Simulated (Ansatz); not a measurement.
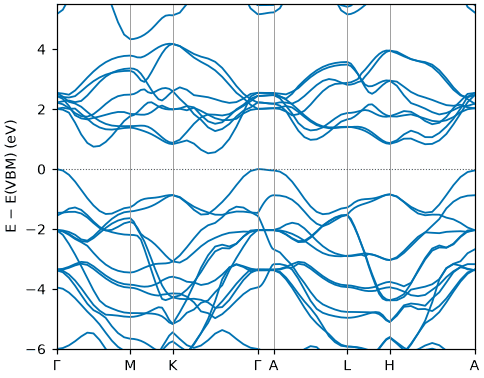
Band structure from LDA in the plane-wave PAW code Ansatz

Problem. Read off the gap and where the band edges lie.

Solution. About 0.5 eV (0.52 eV by a search for the band edges); maximum at Γ, minimum on the K–Γ line, 44 % of the way from K.

The material is MoSeS in space group P-3m1 (No. 164; Mo on 2c, Se on 2d, S on 2d).

The first step of the workflow began from a Materials Project structure, measured or hypothetical; the Crystallography Open Database copy checked does not list it. Its standing as an ambient phase is unchecked. Symmetry was held in the LDA relaxation; of distortions, only those at the zone centre were tested. The run is not spin-polarised. A crystal of weakly bound layers computed without a dispersion correction: the cell and the soft elastic constants depend strongly on that. Scalar-relativistic: spin–orbit coupling is off unless named, which matters more the heavier the elements.

Potentials: the later of the program's two PAW sets.
